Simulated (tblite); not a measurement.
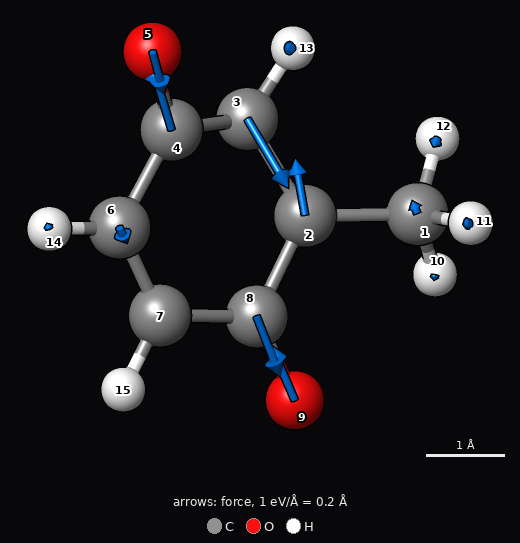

Starting geometry of C7H6O2 (charge +1, multiplicity 2) with the computed forces as blue arrows. A ball-and-stick model, seen at a tilt.

Level of theory: GFN2-xTB geometry optimisation, gas phase in tblite. 

Is this structure relaxed? If not, where do the atoms go?

It isn't relaxed: the largest force vector, on C3, is 5.57 eV/Å. The final displacements have little in common with the starting forces (cosine between the two patterns 0.25). The largest move after the best rigid fit is that of O5, 0.58 Å. Largest moves by element: O 0.58 Å, H 0.49 Å, C 0.45 Å. Near-neighbour distances that change, for instance: C2–C3 1.465 → 1.330 Å, C4–O5 1.266 → 1.190 Å, C2–C8 1.471 → 1.521 Å, C4–C6 1.466 → 1.505 Å. Among the angles between lasting bonds that change: C2–C3–C4 109.3° → 125.8°, C3–C4–C6 123.0° → 112.4°, C4–C6–H14 121.1° → 113.1°. The energy falls by 31.9 kcal/mol in 82 geometry steps. The run took 0.4 s on 1 thread of Arm Neoverse V2, with other jobs on the host.
